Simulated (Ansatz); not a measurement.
**C₂H₃FO: a spread of methods and bases**

Aim: run C₂H₃FO under a spread of inputs, and see what each costs and gives.

Program: Ansatz 0.2.0, Gaussian basis. Level of theory: the settings change from run to run. These are calculated values, not measurements.

## 1. The geometry

The structure was relaxed beforehand with PBE0-D4 in a triple-zeta def2 set.

SMILES `C=C(O)F`, 7 atoms, charge 0, spin multiplicity 1.

Atoms are counted from 1 here; the program's logs count them from 0.

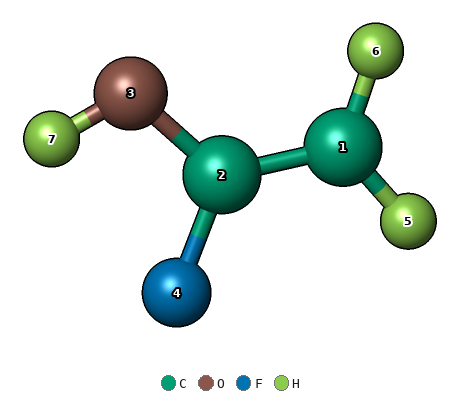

The geometry (carbon teal, oxygen brown, fluorine blue, hydrogen green); atoms are numbered from 1 in the order of the file.

## 2. r2SCAN/cc-pVDZ

This run has coordinates scaled by 1.12, density fitting with cc-pVTZ-jkfit, rVV10 dispersion.

in.yaml reads:

```yaml
crystal:
  periodic: [false, false, false]
  atoms:
    - {symbol: C, position_ang: [-0.916837, 0.736014, -0.089161]}
    - {symbol: C, position_ang: [0.177760, -0.257452, -0.103208]}
    - {symbol: O, position_ang: [1.321834, -0.328358, 0.855347]}
    - {symbol: F, position_ang: [0.251409, -1.345975, -1.130299]}
    - {symbol: H, position_ang: [-1.786601, 0.680918, -0.925049]}
    - {symbol: H, position_ang: [-0.933450, 1.596265, 0.758915]}
    - {symbol: H, position_ang: [1.954541, -1.157573, 0.582269]}
basis:
  gaussian: {orbitals: cc-pVDZ, fitting: {mean_field: cc-pVTZ-jkfit}}
hamiltonian: {xc: {name: r2SCAN}, dispersion: rvv10}
```

Run with:

```bash
> ansatz run in.yaml --threads 2 --pin off --events-out ev --progress --plain --max-ram 4352MiB
```

Output:

```text
Functional definition: r2SCAN+rVV10
  name "r2SCAN+rVV10"
  cite "Furness, Kaplan, Ning, Perdew & Sun, J. Phys. Chem. Lett. 11, 8208 (2020) doi:10.1021/acs.jpclett.0c02405"
  cite "Furness, Kaplan, Ning, Perdew & Sun, J. Phys. Chem. Lett. 11, 9248 (2020) doi:10.1021/acs.jpclett.0c03077"
  cite "Vydrov & Van Voorhis, J. Chem. Phys. 133, 244103 (2010) doi:10.1063/1.3521275"
  cite "Sabatini, Gorni & de Gironcoli, Phys. Rev. B 87, 041108(R) (2013) doi:10.1103/PhysRevB.87.041108"
  cite "Ning et al., Phys. Rev. B 106, 075422 (2022) doi:10.1103/PhysRevB.106.075422"
  parent "r2scan"
  parameter k0 = 0.174
  parameter k1 = 0.065
  parameter a1 = 4.9479
  exchange = r2scan_x(k0 = k0, k1 = k1, a1 = a1)
  correlation = r2scan_c + rvv10(11.95, 0.0093)
406 factors; integrals over basis functions are off by at most 1.6e-1 eV
mean field evaluation 1: about -6874.4346 eV, gradient 5.0e1 eV
mean field evaluation 2: about -6860.3683 eV, gradient 8.7e1 eV
mean field evaluation 4: about -6879.5598 eV, gradient 5.8e0 eV
mean field evaluation 8: about -6879.6409 eV, gradient 4.7e-2 eV
mean field evaluation 16: about -6879.6427 eV, gradient 1.2e-5 eV
mean field -6879.64273199 eV, -252.8222072114 hartree, gradient 1.2e-5 eV, S^2 0.000000; 0 other end points of the search recorded, 0 dependent functions left out
reference -6879.64273901 eV, -252.8222074692 hartree; 16, 16 occupied and 55, 55 virtual orbitals, 406 factors
Total energy: -6879.64273901 eV, -252.8222074692 hartree
```

Wall time 2.1 s (2 threads of Arm Neoverse V2, shared host).

## 3. SVWN5/6-31G*

in.yaml reads:

```yaml
crystal:
  periodic: [false, false, false]
  atoms:
    - {symbol: C, position_ang: [-0.818604, 0.657155, -0.079608]}
    - {symbol: C, position_ang: [0.158714, -0.229868, -0.092150]}
    - {symbol: O, position_ang: [1.180209, -0.293177, 0.763703]}
    - {symbol: F, position_ang: [0.224472, -1.201763, -1.009195]}
    - {symbol: H, position_ang: [-1.595179, 0.607963, -0.825936]}
    - {symbol: H, position_ang: [-0.833438, 1.425237, 0.677603]}
    - {symbol: H, position_ang: [1.745126, -1.033548, 0.519883]}
basis:
  gaussian: {orbitals: "6-31G*"}
hamiltonian: {xc: {name: SVWN5}}
output: {forces: true}
```

Launched as before.

Output, shortened:

```text
Functional definition: SVWN5
  name "SVWN5"
  cite "Dirac, Proc. Camb. Phil. Soc. 26, 376 (1930) doi:10.1017/S0305004100016108"
  cite "Slater, Phys. Rev. 81, 385 (1951) doi:10.1103/PhysRev.81.385"
  cite "Vosko, Wilk & Nusair, Can. J. Phys. 58, 1200 (1980) doi:10.1139/p80-159"
[...]
725 factors; their error is unknown
[...]
mean field -6834.36629822 eV, -251.1583289598 hartree, gradient 6.2e-5 eV, S^2 0.000000; 0 other end points of the search recorded, 0 dependent functions left out
[...]
reference -6834.36631406 eV, -251.1583295420 hartree; 16, 16 occupied and 50, 50 virtual orbitals, 725 factors
Total energy: -6834.36631406 eV, -251.1583295420 hartree
Atom 0 at    -0.818604     0.657155    -0.079608 Å, force    -0.079170     0.105712     0.033711 eV/Å
Atom 1 at     0.158714    -0.229868    -0.092150 Å, force     0.368853    -0.414997    -0.083133 eV/Å
Atom 2 at     1.180209    -0.293177     0.763703 Å, force    -0.415085     0.714344     0.350726 eV/Å
Atom 3 at     0.224472    -1.201763    -1.009195 Å, force     0.027592    -0.062630    -0.039038 eV/Å
Atom 4 at    -1.595179     0.607963    -0.825936 Å, force    -0.327766    -0.009417    -0.303487 eV/Å
Atom 5 at    -0.833438     1.425237     0.677603 Å, force    -0.021586     0.330015     0.311959 eV/Å
Atom 6 at     1.745126    -1.033548     0.519883 Å, force     0.447161    -0.663027    -0.270737 eV/Å
Dipole moment:     0.194905    -0.179641    -0.008132 e Å
```

Run time: 0.45 s. Hardware: 2 threads of Arm Neoverse V2, shared host.

Largest force 0.898 eV/Å, dipole 1.27 D.

## 4. CCSD/cc-pVTZ

Options: unrestricted orbitals, density fitting with def2-universal-jkfit, relativity set to scalar.

in.yaml: that of step 3 with these lines changed.

```diff
@@ -11,4 +11,5 @@
 basis:
-  gaussian: {orbitals: "6-31G*"}
-hamiltonian: {xc: {name: SVWN5}}
-output: {forces: true}
+  gaussian: {orbitals: cc-pVTZ, fitting: {mean_field: def2-universal-jkfit}}
+magnetization: {spin_polarized: true, initial_magnetization: 0}
+hamiltonian: {xc: {name: HF}, pseudopotentials: {relativity: scalar}}
+correlation: {method: ccsd}
```

Launched as before.

Output, shortened:

```text
Functional definition: HF
  name "HF"
  cite "Fock, Z. Phys. 61, 126 (1930) doi:10.1007/BF01340294"
  parent pbe
[...]
358 factors; integrals over basis functions are off by at most 8.9e-1 eV
[...]
mean field -6857.57839828 eV, -252.0113579034 hartree, gradient 2.3e-6 eV, S^2 0.000000; 2 other end points of the search recorded, 0 dependent functions left out
4 core orbitals not correlated: weight in the atoms' cores, before any rotation towards them, 1.000 or more for the frozen orbitals, at most 0.000 for the correlated occupied ones
reference -6857.57839828 eV, -252.0113579034 hartree; 12, 12 occupied and 146, 146 virtual orbitals, 358 factors
second order -22.01701810 eV of doubles, -0.00000000 eV of singles
cycle   1  -21.87513858 eV  change    1.4e-1 eV  update   9.3e-2
[...]
cycle   9  -22.45469675 eV  change   -6.3e-6 eV  update   1.4e-5
Total energy: -6880.03309504 eV, -252.8365527886 hartree
Relativity: scalar
```

It took 44 s on 2 threads of Arm Neoverse V2, shared host; peak memory 2.9 GiB.

⟨S²⟩ 0.000, T1 0.012.

## 5. HSE06/def2-mTZVP

Set apart from the defaults: D3(BJ) dispersion.

in.yaml: that of step 4 with these lines changed.

```diff
@@ -11,5 +11,3 @@
 basis:
-  gaussian: {orbitals: cc-pVTZ, fitting: {mean_field: def2-universal-jkfit}}
-magnetization: {spin_polarized: true, initial_magnetization: 0}
-hamiltonian: {xc: {name: HF}, pseudopotentials: {relativity: scalar}}
-correlation: {method: ccsd}
+  gaussian: {orbitals: def2-mTZVP}
+hamiltonian: {xc: {name: HSE06}, dispersion: d3bj}
```

Launched as before.

Output, shortened:

```text
Functional definition: HSE06
  name "HSE06"
  cite "Heyd, Scuseria & Ernzerhof, J. Chem. Phys. 118, 8207 (2003) doi:10.1063/1.1564060"
  cite "Krukau, Vydrov, Izmaylov & Scuseria, J. Chem. Phys. 125, 224106 (2006) doi:10.1063/1.2404663"
  cite "Heyd & Scuseria, J. Chem. Phys. 120, 7274 (2004) doi:10.1063/1.1668634"
  cite "Ernzerhof & Perdew, J. Chem. Phys. 109, 3313 (1998) doi:10.1063/1.476928"
  cite "Perdew, Burke & Ernzerhof, Phys. Rev. Lett. 77, 3865 (1996) doi:10.1103/PhysRevLett.77.3865"
  parent pbe
[...]
  # The whole range is PBE's own exchange, as in plane waves. The composition of these papers is wPBEh.
[...]
795 factors; their error is unknown
84 factors; integrals over basis functions are off by at most 6.1e-7 eV
[...]
mean field -6880.89895021 eV, -252.8683723794 hartree, gradient 4.0e-5 eV, S^2 0.000000; 0 other end points of the search recorded, 0 dependent functions left out
reference -6880.89897854 eV, -252.8683734206 hartree; 16, 16 occupied and 74, 74 virtual orbitals, 795 factors
Total energy: -6880.95142615 eV, -252.8703008346 hartree
```

Run time: 1.1 s. Hardware: 2 threads of Arm Neoverse V2, shared host.

## 6. r2SCAN0/def2-TZVPP

Options: density fitting with cc-pVTZ-jkfit, D3(BJ) with three-body dispersion, high accuracy.

in.yaml: that of step 5 with these lines changed.

```diff
@@ -11,3 +11,5 @@
 basis:
-  gaussian: {orbitals: def2-mTZVP}
-hamiltonian: {xc: {name: HSE06}, dispersion: d3bj}
+  gaussian: {orbitals: def2-TZVPP, fitting: {mean_field: cc-pVTZ-jkfit}}
+hamiltonian: {xc: {name: r2SCAN0}, dispersion: d3bjatm}
+accuracy: high
+output: {forces: true}
```

The command is unchanged.

Output, shortened:

```text
Functional definition: r2SCAN0
  name "r2SCAN0"
  cite "Bursch, Neugebauer, Ehlert & Grimme, J. Chem. Phys. 156, 134105 (2022) doi:10.1063/5.0086040"
  cite "Furness, Kaplan, Ning, Perdew & Sun, J. Phys. Chem. Lett. 11, 8208 (2020) doi:10.1021/acs.jpclett.0c02405"
  cite "Furness, Kaplan, Ning, Perdew & Sun, J. Phys. Chem. Lett. 11, 9248 (2020) doi:10.1021/acs.jpclett.0c03077"
  parent r2scan
[...]
406 factors; integrals over basis functions are off by at most 8.2e-1 eV
[...]
mean field -6884.69042351 eV, -253.0077064532 hartree, gradient 2.1e-8 eV, S^2 0.000000; 0 other end points of the search recorded, 0 dependent functions left out
[...]
reference -6884.69042404 eV, -253.0077064727 hartree; 16, 16 occupied and 150, 150 virtual orbitals, 406 factors
Total energy: -6884.71667711 eV, -253.0086712554 hartree
Atom 0 at    -0.818604     0.657155    -0.079608 Å, force     0.066715    -0.072344    -0.014093 eV/Å
Atom 1 at     0.158714    -0.229868    -0.092150 Å, force    -0.068074     0.060787     0.003421 eV/Å
Atom 2 at     1.180209    -0.293177     0.763703 Å, force     0.021887    -0.290354    -0.277046 eV/Å
Atom 3 at     0.224472    -1.201763    -1.009195 Å, force     0.011938     0.189461     0.200427 eV/Å
Atom 4 at    -1.595179     0.607963    -0.825936 Å, force     0.151374    -0.009240     0.126155 eV/Å
Atom 5 at    -0.833438     1.425237     0.677603 Å, force     0.025502    -0.150334    -0.127209 eV/Å
Atom 6 at     1.745126    -1.033548     0.519883 Å, force    -0.209343     0.272025     0.088345 eV/Å
Dipole moment:     0.171891    -0.128533     0.022721 e Å
```

Wall time 7 s (2 threads of Arm Neoverse V2, shared host).

Largest force 0.402 eV/Å, dipole 1.04 D.

## 7. B97M-V/def2-TZVPP

Options: relativity set to scalar.

in.yaml: that of step 6 with these lines changed.

```diff
@@ -11,5 +11,4 @@
 basis:
-  gaussian: {orbitals: def2-TZVPP, fitting: {mean_field: cc-pVTZ-jkfit}}
-hamiltonian: {xc: {name: r2SCAN0}, dispersion: d3bjatm}
-accuracy: high
+  gaussian: {orbitals: def2-TZVPP}
+hamiltonian: {xc: {name: B97M-V}, pseudopotentials: {relativity: scalar}}
 output: {forces: true}
```

Same command.

Output, shortened:

```text
Functional definition: B97M-V
  name "B97M-V"
  cite "Mardirossian & Head-Gordon, J. Chem. Phys. 142, 074111 (2015) doi:10.1063/1.4907719"
  cite "Becke, J. Chem. Phys. 107, 8554 (1997) doi:10.1063/1.475007"
  cite "Vydrov & Van Voorhis, J. Chem. Phys. 133, 244103 (2010) doi:10.1063/1.3521275"
  # Of w^i u^j: cxij and so on, Table III.
[...]
  gx(w, u) = cx00 + cx01*u + cx02*u^2 + (cx10 + cx11*u)*w
  gss(w, u) = css00 + css02*u^2 + css10*w + (css32*w^3 + css42*w^4)*u^2
  gos(w, u) = cos00 + cos01*u + cos03*u^3 + cos10*w + cos32*w^3*u^2
[...]
      + integral(e_c_pw_mod_opposite_spin*gos(b97_w_opposite, b97_u_opposite)) + vv10(b, c)
844 factors; their error is unknown
[...]
mean field -6891.77896936 eV, -253.2682057086 hartree, gradient 4.6e-5 eV, S^2 0.000000; 0 other end points of the search recorded, 0 dependent functions left out
[...]
reference -6891.77901188 eV, -253.2682072709 hartree; 16, 16 occupied and 150, 150 virtual orbitals, 844 factors
Total energy: -6891.77901188 eV, -253.2682072709 hartree
Relativity: scalar
Atom 0 at    -0.818604     0.657155    -0.079608 Å, force    -0.078720     0.066880    -0.004784 eV/Å
Atom 1 at     0.158714    -0.229868    -0.092150 Å, force    -0.084329     0.092317     0.019305 eV/Å
Atom 2 at     1.180209    -0.293177     0.763703 Å, force     0.122468    -0.132127    -0.025537 eV/Å
Atom 3 at     0.224472    -1.201763    -1.009195 Å, force     0.013362    -0.020263    -0.008999 eV/Å
Atom 4 at    -1.595179     0.607963    -0.825936 Å, force     0.184265     0.013615     0.178892 eV/Å
Atom 5 at    -0.833438     1.425237     0.677603 Å, force     0.002040    -0.175674    -0.173884 eV/Å
Atom 6 at     1.745126    -1.033548     0.519883 Å, force    -0.159087     0.155252     0.015007 eV/Å
Dipole moment:     0.185389    -0.138809     0.024632 e Å
```

Wall time 7.5 s (2 threads of Arm Neoverse V2, shared host).

Largest force 0.257 eV/Å, dipole 1.12 D.

## 8. rPW86-PBE/cc-pVDZ

This run has a grid of angular degree 47, D4 dispersion.

in.yaml: that of step 7 with these lines changed.

```diff
@@ -11,4 +11,3 @@
 basis:
-  gaussian: {orbitals: def2-TZVPP}
-hamiltonian: {xc: {name: B97M-V}, pseudopotentials: {relativity: scalar}}
-output: {forces: true}
+  gaussian: {orbitals: cc-pVDZ, final_grid: {core_spheres: 20, valence_spheres: 16, degree: 47}}
+hamiltonian: {xc: {name: rPW86-PBE}, dispersion: d4}
```

Launched as before.

Output:

```text
Functional definition: rPW86-PBE
  name "rPW86-PBE"
  cite "Murray, Lee & Langreth, J. Chem. Theory Comput. 5, 2754 (2009) doi:10.1021/ct900365q"
  cite "Perdew, Burke & Ernzerhof, Phys. Rev. Lett. 77, 3865 (1996) doi:10.1103/PhysRevLett.77.3865"
  parent pbe
  exchange = rpw86_x
  correlation = pbe_c
805 factors; their error is unknown
mean field evaluation 1: about -6890.5767 eV, gradient 6.3e1 eV
mean field evaluation 2: about -6878.0097 eV, gradient 9.2e1 eV
mean field evaluation 4: about -6898.9451 eV, gradient 5.8e0 eV
mean field evaluation 8: about -6899.0119 eV, gradient 5.3e-2 eV
mean field evaluation 16: about -6898.9663 eV, gradient 2.4e-5 eV
mean field -6898.96628216 eV, -253.5323345820 hartree, gradient 2.4e-5 eV, S^2 0.000000; 0 other end points of the search recorded, 0 dependent functions left out
reference -6898.96635053 eV, -253.5323370947 hartree; 16, 16 occupied and 55, 55 virtual orbitals, 805 factors
Total energy: -6899.06444019 eV, -253.5359418230 hartree
```

It took 1.1 s on 2 threads of Arm Neoverse V2, shared host.

## 9. PBE-QIDH/aug-cc-pVTZ

Set apart from the defaults: charge -1, multiplicity 2, a point charge of 2.00 e beside it.

in.yaml: that of step 8 with these lines changed.

```diff
@@ -11,3 +11,6 @@
 basis:
-  gaussian: {orbitals: cc-pVDZ, final_grid: {core_spheres: 20, valence_spheres: 16, degree: 47}}
-hamiltonian: {xc: {name: rPW86-PBE}, dispersion: d4}
+  gaussian: {orbitals: aug-cc-pVTZ, point_charges: [{charge: 2.00, position_ang: [5.291, 0.323, 0.162]}]}
+total_charge: -1
+magnetization: {spin_polarized: true, initial_magnetization: 1}
+hamiltonian: {xc: {name: PBE-QIDH}}
+output: {forces: true}
```

Launched as before.

Output, shortened:

```text
Functional definition: PBE-QIDH
  name "PBE-QIDH"
  cite "Brémond, Sancho-García, Pérez-Jiménez & Adamo, J. Chem. Phys. 141, 031101 (2014) doi:10.1063/1.4890314"
  cite "Perdew, Burke & Ernzerhof, Phys. Rev. Lett. 77, 3865 (1996) doi:10.1103/PhysRevLett.77.3865"
[...]
1497 factors; integrals over basis functions are off by at most 8.4e-4 eV
[...]
a density is far from that of the atoms, so the factors are made again for it
1653 factors; integrals over basis functions are off by at most 8.0e-4 eV
[...]
mean field -6882.31337962 eV, -252.9203517014 hartree, gradient 9.9e-6 eV, S^2 0.750063; 1 other end points of the search recorded, 0 dependent functions left out
4 core orbitals not correlated: weight in the atoms' cores, before any rotation towards them, 1.000 or more for the frozen orbitals, at most 0.000 for the correlated occupied ones
reference -6882.31340003 eV, -252.9203524517 hartree; 13, 12 occupied and 236, 237 virtual orbitals, 1653 factors
second order -25.16243075 eV of doubles, -0.00000000 eV of singles
[...]
Total energy: -6890.70087695 eV, -253.2285865431 hartree
Atom 0 at    -0.818604     0.657155    -0.079608 Å, force     0.293385    -0.063827    -0.175454 eV/Å
Atom 1 at     0.158714    -0.229868    -0.092150 Å, force     0.315670    -0.366958     0.432003 eV/Å
Atom 2 at     1.180209    -0.293177     0.763703 Å, force     1.905187     0.306701    -0.718300 eV/Å
Atom 3 at     0.224472    -1.201763    -1.009195 Å, force     0.208322     0.572035     0.241790 eV/Å
Atom 4 at    -1.595179     0.607963    -0.825936 Å, force     0.001136    -0.149596     0.250220 eV/Å
Atom 5 at    -0.833438     1.425237     0.677603 Å, force     0.281264    -0.279199    -0.228224 eV/Å
Atom 6 at     1.745126    -1.033548     0.519883 Å, force     0.692079     0.860411    -0.249764 eV/Å
Dipole moment:    -3.409578     0.030838    -0.702717 e Å
```

Wall time 74 s (2 threads of Arm Neoverse V2, shared host); peak memory 1.4 GiB.

Largest force 2.059 eV/Å, ⟨S²⟩ 0.750.

## 10. r2SCAN/6-31++G**

Set apart from the defaults: D4 dispersion.

in.yaml: that of step 9 with these lines changed.

```diff
@@ -11,6 +11,3 @@
 basis:
-  gaussian: {orbitals: aug-cc-pVTZ, point_charges: [{charge: 2.00, position_ang: [5.291, 0.323, 0.162]}]}
-total_charge: -1
-magnetization: {spin_polarized: true, initial_magnetization: 1}
-hamiltonian: {xc: {name: PBE-QIDH}}
-output: {forces: true}
+  gaussian: {orbitals: "6-31++G**"}
+hamiltonian: {xc: {name: r2SCAN}, dispersion: d4}
```

Launched as before.

Output:

```text
Functional definition: r2SCAN
  name "r2SCAN"
  cite "Furness, Kaplan, Ning, Perdew & Sun, J. Phys. Chem. Lett. 11, 8208 (2020) doi:10.1021/acs.jpclett.0c02405"
  cite "Furness, Kaplan, Ning, Perdew & Sun, J. Phys. Chem. Lett. 11, 9248 (2020) doi:10.1021/acs.jpclett.0c03077"
  parent r2scan
  parameter k0 = 0.174
  parameter k1 = 0.065
  parameter a1 = 4.9479
  exchange = r2scan_x(k0 = k0, k1 = k1, a1 = a1)
  correlation = r2scan_c
878 factors; their error is unknown
mean field evaluation 1: about -6874.2358 eV, gradient 6.4e1 eV
mean field evaluation 2: about -6866.4135 eV, gradient 8.3e1 eV
mean field evaluation 4: about -6882.8880 eV, gradient 4.8e0 eV
mean field evaluation 8: about -6882.9335 eV, gradient 2.5e-1 eV
mean field evaluation 16: about -6882.8849 eV, gradient 3.2e-5 eV
mean field -6882.88493182 eV, -252.9413558573 hartree, gradient 3.2e-5 eV, S^2 0.000000; 0 other end points of the search recorded, 0 dependent functions left out
reference -6882.88495471 eV, -252.9413566988 hartree; 16, 16 occupied and 78, 78 virtual orbitals, 878 factors
Total energy: -6882.90564704 eV, -252.9421171277 hartree
```

Wall time 1.9 s (2 threads of Arm Neoverse V2, shared host).

## 11. The runs in one table

```tsv
level	charge	multiplicity	geometry	functions	energy (eV)	time
r2SCAN/cc-pVDZ	0	1	scaled	71	-6879.643	2.1 s
SVWN5/6-31G*	0	1	relaxed	66	-6834.366	0.45 s
CCSD/cc-pVTZ	0	1	relaxed	162	-6880.033	44 s
HSE06/def2-mTZVP	0	1	relaxed	90	-6880.951	1.1 s
r2SCAN0/def2-TZVPP	0	1	relaxed	166	-6884.717	7 s
B97M-V/def2-TZVPP	0	1	relaxed	166	-6891.779	7.5 s
rPW86-PBE/cc-pVDZ	0	1	relaxed	71	-6899.064	1.1 s
PBE-QIDH/aug-cc-pVTZ	-1	2	relaxed, point charge	253	-6890.701	74 s
r2SCAN/6-31++G**	0	1	relaxed	94	-6882.906	1.9 s
```

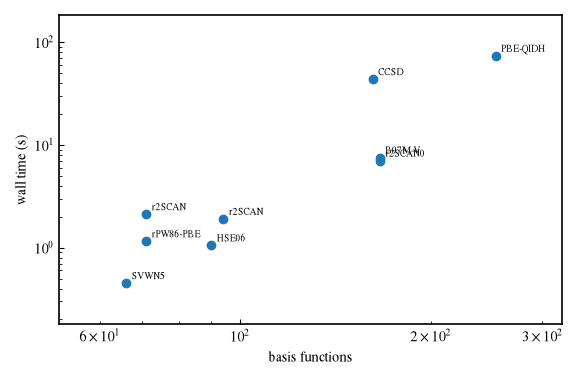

Wall time against the number of basis functions (shared host).

## 12. Summary of results

```
                                         quantity                       value
                                             runs                           9
                                         quickest        SVWN5/6-31G*, 0.45 s
                                          slowest  PBE-QIDH/aug-cc-pVTZ, 74 s
spread of total energies, same state and geometry                     64.7 eV
                  dipole, same state and geometry              1.04 to 1.27 D
```

What this shows: PBE-QIDH/aug-cc-pVTZ took 163 times as long as SVWN5/6-31G*. The jobs differ in tasks and options as well as level. The totals spread over 65 eV; they can't be compared across methods or bases. At the PBE0-D4/def2-TZVP geometry and in the same state, runs without warnings or point charges leave forces up to 0.90 eV/Å (SVWN5/6-31G*). At that geometry and state the dipole changes by 23 % between the lowest and highest value.
